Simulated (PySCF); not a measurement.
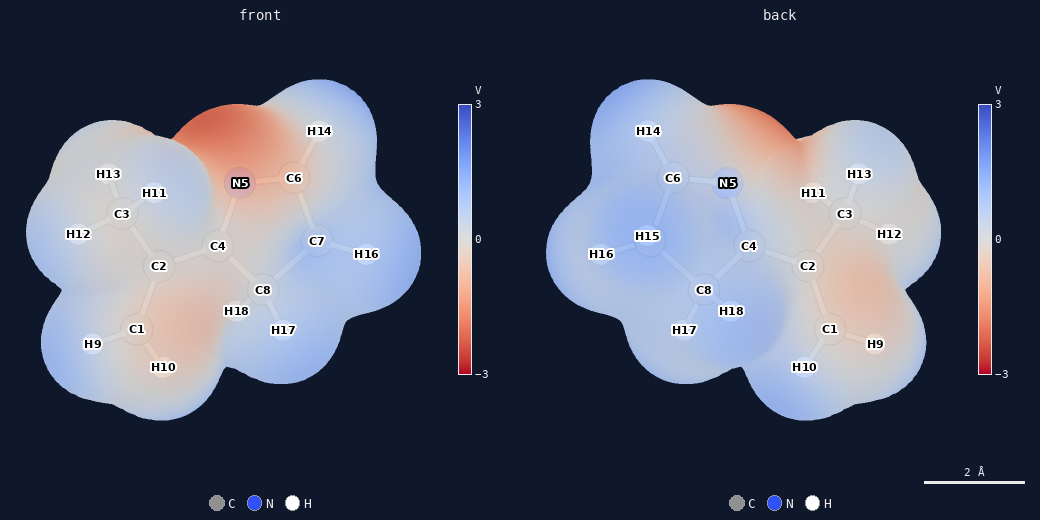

The picture shows: C7H10N (SMILES C=C(C)C1=N[CH]CC1) (doublet). The molecular electrostatic potential painted on the density surface at 0.004 e/bohr³, seen from the front and from behind; red is negative and blue positive.

Geometry: GFN2-xTB.

All numbers below come from UKS B3LYP, pcH-1 on C H N, non-relativistic, mean-field spin-orbit, GIAO in PySCF 2.14.0, density-fitted response routines.

```xyz
18

C    -1.7503   -1.4925   -0.2942
C    -1.3182   -0.2326   -0.0566
C    -2.2840    0.8856    0.2115
C     0.0555    0.1013   -0.0492
N     0.4853    1.3557    0.1844
C     1.7772    1.3964    0.1358
C     2.4302    0.0761   -0.1586
C     1.2124   -0.8473   -0.2917
H    -2.7990   -1.7317   -0.2961
H    -1.0705   -2.3022   -0.4907
H    -2.0827    1.3234    1.1866
H    -3.3098    0.5287    0.1820
H    -2.1546    1.6714   -0.5293
H     2.3141    2.3141    0.2967
H     3.0267    0.1302   -1.0725
H     3.1010   -0.2165    0.6528
H     1.2168   -1.6521    0.4461
H     1.1411   -1.3017   -1.2820
```

### Which sites attract a positive test charge, and which a negative one?

A positive charge is drawn to the negative regions and a negative charge to the positive ones. The most negative region (about −2.1 V) lies over N5, the most positive (about +1.3 V) over H14. N5 is the likeliest acceptor of a hydrogen bond.
